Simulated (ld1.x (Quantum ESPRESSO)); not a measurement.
Ho: pseudopotential generation (part 2 of 2)

Continued. System: holmium (Ho, Z = 67), core [Kr] 4d10 5s2, reference valence 4f10 5p6 5d0 6s0 6p0 (an ion of charge +3), valence charge 19. Method: ultrasoft potential, Wu–Cohen, fully relativistic, made with ld1.x (Quantum ESPRESSO) 7.5.

### Output, continued
```
     --------------------------- All-electron run ----------------------------

     Ho
     dirac relativistic calculation

     atomic number is 67.00
     dft =WC   lsd =0 sic =0 latt =0  beta=0.20 tr2=1.0E-14
     Exchange-correlation= WC
                           (   1   4  11   4   0   0   0)
     mesh =1265 r(mesh) =  99.01857 a.u. xmin = -7.00 dx = 0.01250
     1 Ry =  13.60569312 eV, c = 137.03599908

     n l j   nl                  e(Ry)          e(Ha)          e(eV)
     Spin orbit split results
     1 0 0.5 1S 1( 2.00)     -4076.5284     -2038.2642    -55463.9944
     2 0 0.5 2S 1( 2.00)      -683.4916      -341.7458     -9299.3773
     2 1 0.5 2P 1( 2.00)      -650.6826      -325.3413     -8852.9874
     2 1 1.5 2P 1( 4.00)      -587.6922      -293.8461     -7995.9604
     3 0 0.5 3S 1( 2.00)      -154.5606       -77.2803     -2102.9042
     3 1 0.5 3P 1( 2.00)      -140.2025       -70.1012     -1907.5519
     3 1 1.5 3P 1( 4.00)      -127.0490       -63.5245     -1728.5894
     4 0 0.5 4S 1( 2.00)       -32.4730       -16.2365      -441.8177
     4 1 0.5 4P 1( 2.00)       -26.7703       -13.3851      -364.2283
     4 1 1.5 4P 1( 4.00)       -23.8081       -11.9041      -323.9263
     3 2 1.5 3D 1( 4.00)      -102.4132       -51.2066     -1393.4023
     3 2 2.5 3D 1( 6.00)       -99.5398       -49.7699     -1354.3086
     5 0 0.5 5S 1( 2.00)        -5.8853        -2.9427       -80.0742
     5 1 0.5 5P 1( 2.00)        -4.2960        -2.1480       -58.4499
     5 1 1.5 5P 1( 4.00)        -3.8895        -1.9448       -52.9194
     4 2 1.5 4D 1( 4.00)       -14.4136        -7.2068      -196.1069
     4 2 2.5 4D 1( 6.00)       -13.8747        -6.9373      -188.7743
     4 3 2.5 4F 1( 4.29)        -2.6224        -1.3112       -35.6802
     4 3 3.5 4F 1( 5.71)        -2.5453        -1.2726       -34.6305
     5 2 1.5 5D 1( 0.00)        -1.8509        -0.9255       -25.1831
     5 2 2.5 5D 1( 0.00)        -1.8134        -0.9067       -24.6722
     6 0 0.5 6S 1( 0.00)        -1.7065        -0.8532       -23.2177
     6 1 0.5 6P 1( 0.00)        -1.3323        -0.6662       -18.1275
     6 1 1.5 6P 1( 0.00)        -1.2637        -0.6319       -17.1939
     Averaged results
     1 0     1S 1( 2.00)     -4076.5284     -2038.2642    -55463.9944
     2 0     2S 1( 2.00)      -683.4916      -341.7458     -9299.3773
     2 1     2P 1( 6.00)      -608.6890      -304.3445     -8281.6361
     3 0     3S 1( 2.00)      -154.5606       -77.2803     -2102.9042
     3 1     3P 1( 6.00)      -131.4335       -65.7167     -1788.2436
     4 0     4S 1( 2.00)       -32.4730       -16.2365      -441.8177
     4 1     4P 1( 6.00)       -24.7955       -12.3978      -337.3603
     3 2     3D 1(10.00)      -100.6892       -50.3446     -1369.9461
     5 0     5S 1( 2.00)        -5.8853        -2.9427       -80.0742
     5 1     5P 1( 6.00)        -4.0250        -2.0125       -54.7629
     4 2     4D 1(10.00)       -14.0902        -7.0451      -191.7073
     4 3     4F 1(10.00)        -2.5784        -1.2892       -35.0804
     5 2     5D 1( 0.00)        -1.8284        -0.9142       -24.8765
     6 0     6S 1( 0.00)        -1.7065        -0.8532       -23.2177
     6 1     6P 1( 0.00)        -1.2866        -0.6433       -17.5051

     final scf error:  6.8E-15 reached in  39 iterations

     Etot =  -25251.680871 Ry,  -12625.840435 Ha, -343566.620769 eV

     Ekin =   27789.963008 Ry,   13894.981504 Ha,  378101.708590 eV
     Encl =  -62228.671046 Ry,  -31114.335523 Ha, -846664.201708 eV
     Eh   =    9726.576845 Ry,    4863.288423 Ha,  132336.819696 eV
     Exc  =    -539.549678 Ry,    -269.774839 Ha,   -7340.947346 eV

     normalization and overlap integrals

     s(1S/1S) =  1.000000  <r> =   0.0207  <r2> =    0.0006  r(max) =   0.0132
     s(2S/2S) =  1.000000  <r> =   0.0875  <r2> =    0.0091  r(max) =   0.0749
     s(2P/2P) =  1.000000  <r> =   0.0729  <r2> =    0.0066  r(max) =   0.0569
     s(2P/2P) =  1.000000  <r> =   0.0801  <r2> =    0.0078  r(max) =   0.0621
     s(3S/3S) =  1.000000  <r> =   0.2295  <r2> =    0.0603  r(max) =   0.2113
     s(3P/3P) =  1.000000  <r> =   0.2192  <r2> =    0.0559  r(max) =   0.1985
     s(3P/3P) =  1.000000  <r> =   0.2327  <r2> =    0.0628  r(max) =   0.2113
     s(4S/4S) =  1.000000  <r> =   0.5183  <r2> =    0.3035  r(max) =   0.4821
     s(4P/4P) =  1.000000  <r> =   0.5279  <r2> =    0.3174  r(max) =   0.4881
     s(4P/4P) =  1.000000  <r> =   0.5588  <r2> =    0.3554  r(max) =   0.5131
     s(3D/3D) =  1.000000  <r> =   0.2054  <r2> =    0.0496  r(max) =   0.1687
     s(3D/3D) =  1.000000  <r> =   0.2096  <r2> =    0.0515  r(max) =   0.1708
     s(5S/5S) =  1.000000  <r> =   1.2516  <r2> =    1.7599  r(max) =   1.1278
     s(5P/5P) =  1.000000  <r> =   1.3910  <r2> =    2.1886  r(max) =   1.2157
     s(5P/5P) =  1.000000  <r> =   1.4831  <r2> =    2.4867  r(max) =   1.2941
     s(4D/4D) =  1.000000  <r> =   0.5884  <r2> =    0.4021  r(max) =   0.5196
     s(4D/4D) =  1.000000  <r> =   0.5993  <r2> =    0.4170  r(max) =   0.5261
     s(4F/4F) =  1.000000  <r> =   0.7790  <r2> =    0.7875  r(max) =   0.5196
     s(4F/4F) =  1.000000  <r> =   0.7912  <r2> =    0.8144  r(max) =   0.5196
     s(5D/5D) =  1.000000  <r> =   2.0693  <r2> =    4.9352  r(max) =   1.7037
     s(5D/5D) =  1.000000  <r> =   2.1093  <r2> =    5.1242  r(max) =   1.7468
     s(6S/6S) =  1.000000  <r> =   2.9980  <r2> =   10.0063  r(max) =   2.7740
     s(6P/6P) =  1.000000  <r> =   3.4529  <r2> =   13.2976  r(max) =   3.1829
     s(6P/6P) =  1.000000  <r> =   3.6162  <r2> =   14.5816  r(max) =   3.3461

     ------------------------ End of All-electron run ------------------------

     Computing logarithmic derivative in   4.83837

       Warning: n=1, l=0 expected 0 nodes, found 1
       Setting wfc to zero for this iteration
       (This warning will only be printed once per wavefunction)

       Zero norm: self consistency problem; state:  7 (l=  0, j=0.5)
     Computing logarithmic derivative in   4.83837
     Computing the partial wave expansion
     R is outside the sphere for l=    0 j= 0.50
     R is outside the sphere for l=    0 j= 0.50
     R is outside the sphere for l=    1 j= 0.50
     R is outside the sphere for l=    1 j= 0.50
     R is outside the sphere for l=    1 j= 1.50
     R is outside the sphere for l=    1 j= 1.50
     R is outside the sphere for l=    2 j= 1.50
     R is outside the sphere for l=    2 j= 1.50
     R is outside the sphere for l=    2 j= 2.50
     R is outside the sphere for l=    2 j= 2.50
     R is outside the sphere for l=    3 j= 2.50
     R is outside the sphere for l=    3 j= 2.50
     R is outside the sphere for l=    3 j= 3.50
     R is outside the sphere for l=    3 j= 3.50

     ---------------------- Testing the pseudopotential ----------------------

     Ho
     dirac relativistic calculation

     atomic number is 67.00   valence charge is 19.00
     dft =WC   lsd =0 sic =0 latt =0  beta=0.20 tr2=1.0E-14
     mesh =1265 r(mesh) =  99.01857 xmin = -7.00 dx = 0.01250

     n l  j  nl             e AE (Ry)       e PS (Ry)    De AE-PS (Ry)
     4 3 2.5 4F   1( 4.29)       -2.62245       -2.62245        0.00000
     4 3 3.5 4F   1( 5.71)       -2.54529       -2.54529        0.00000
     2 1 0.5 5P   1( 2.00)       -4.29599       -4.29599        0.00000
     2 1 1.5 5P   1( 4.00)       -3.88951       -3.88951        0.00000
     3 2 1.5 5D   1( 0.00)       -1.85092       -1.85092        0.00000
     3 2 2.5 5D   1( 0.00)       -1.81337       -1.81337        0.00000
     1 0 0.5 6S   1( 0.00)       -1.70647       -1.70647        0.00000
     3 1 0.5 6P   1( 0.00)       -1.33235       -1.33235        0.00000
     3 1 1.5 6P   1( 0.00)       -1.26373       -1.26373        0.00000

     eps = 1.0E-15  iter =  3

     Etot =  -25251.680871 Ry,  -12625.840435 Ha, -343566.620769 eV
     Etotps =  -318.052769 Ry,    -159.026385 Ha,   -4327.328375 eV

     Ekin =      69.984453 Ry,      34.992227 Ha,     952.186993 eV
     Encl =    -224.082737 Ry,    -112.041368 Ha,   -3048.800951 eV
     Ehrt =     239.599778 Ry,     119.799889 Ha,    3259.921056 eV
     Ecxc =     -74.835672 Ry,     -37.417836 Ha,   -1018.191193 eV
     (Ecc =     -32.820942 Ry,     -16.410471 Ha,    -446.551662 eV)
     Epseu=    -328.718591 Ry,    -164.359296 Ha,   -4472.444280 eV

     ---------------------- End of pseudopotential test ----------------------
```

### Output of the test run (extracts)
```
     ---------------------- Testing the pseudopotential ----------------------

     Ho
     dirac relativistic calculation

     atomic number is 67.00   valence charge is 19.00
     dft =WC   lsd =0 sic =0 latt =0  beta=0.20 tr2=1.0E-14
     mesh =1265 r(mesh) =  99.01857 xmin = -7.00 dx = 0.01250

     n l  j  nl             e AE (Ry)       e PS (Ry)    De AE-PS (Ry)
     4 3 2.5 4F   1( 4.29)       -2.62245       -2.62245        0.00000
     4 3 3.5 4F   1( 5.71)       -2.54529       -2.54529        0.00000
     2 1 0.5 5P   1( 2.00)       -4.29599       -4.29599        0.00000
     2 1 1.5 5P   1( 4.00)       -3.88951       -3.88951        0.00000
     3 2 1.5 5D   1( 0.00)       -1.85092       -1.85092        0.00000
     3 2 2.5 5D   1( 0.00)       -1.81337       -1.81337        0.00000
     1 0 0.5 6S   1( 0.00)       -1.70647       -1.70647        0.00000
     3 1 0.5 6P   1( 0.00)       -1.33235       -1.33235        0.00000
     3 1 1.5 6P   1( 0.00)       -1.26373       -1.26373        0.00000

     eps = 1.1E-15  iter =  3

     Etot =  -25251.680871 Ry,  -12625.840435 Ha, -343566.620769 eV
     Etotps =  -318.052769 Ry,    -159.026385 Ha,   -4327.328374 eV

     Ekin =      69.984453 Ry,      34.992227 Ha,     952.186993 eV
     Encl =    -224.082737 Ry,    -112.041368 Ha,   -3048.800951 eV
     Ehrt =     239.599778 Ry,     119.799889 Ha,    3259.921056 eV
     Ecxc =     -74.835672 Ry,     -37.417836 Ha,   -1018.191193 eV
     (Ecc =     -32.820942 Ry,     -16.410471 Ha,    -446.551662 eV)
     Epseu=    -328.718591 Ry,    -164.359296 Ha,   -4472.444279 eV

     ---------------------- End of pseudopotential test ----------------------
```

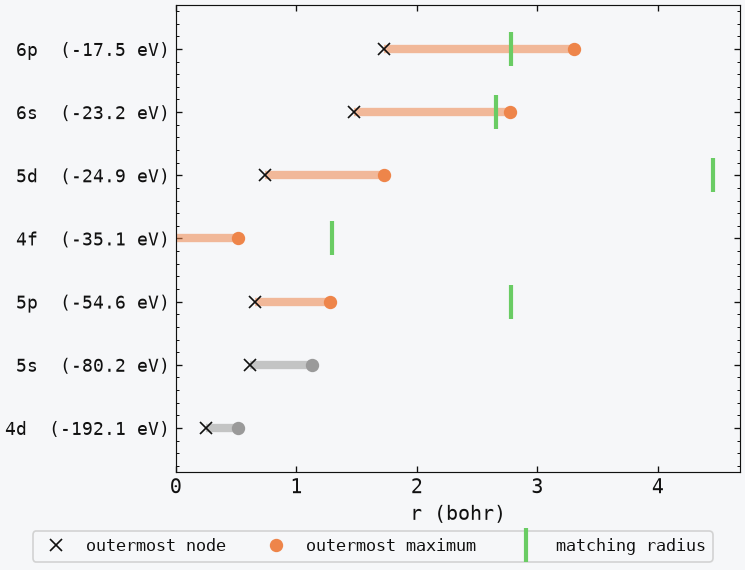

Outer shells of the all-electron reference atom: each bar runs from the outermost node (or the nucleus) to the outermost maximum of u(r); the tick is the radius chosen for the pseudo-wave. Shells without a tick have no pseudo-wave of their own. Levels, nodes and maxima are from ld1.x, scalar-relativistic.

- Radii against the shells: 5p: 2.78 bohr, outside the maximum; 4f: 1.30 bohr, outside the maximum; 5d: 4.46 bohr, outside the maximum; 6s: 2.66 bohr, between node and maximum; 6p: 2.78 bohr, between node and maximum. The d3/2 and d5/2 channels couldn't be tested for ghost states or cutoffs, since the overlap operator isn't positive definite there.

Outcome of the run: generated, but the overlap operator is not positive, so unusable; ld1.x warns of wrong node counts.
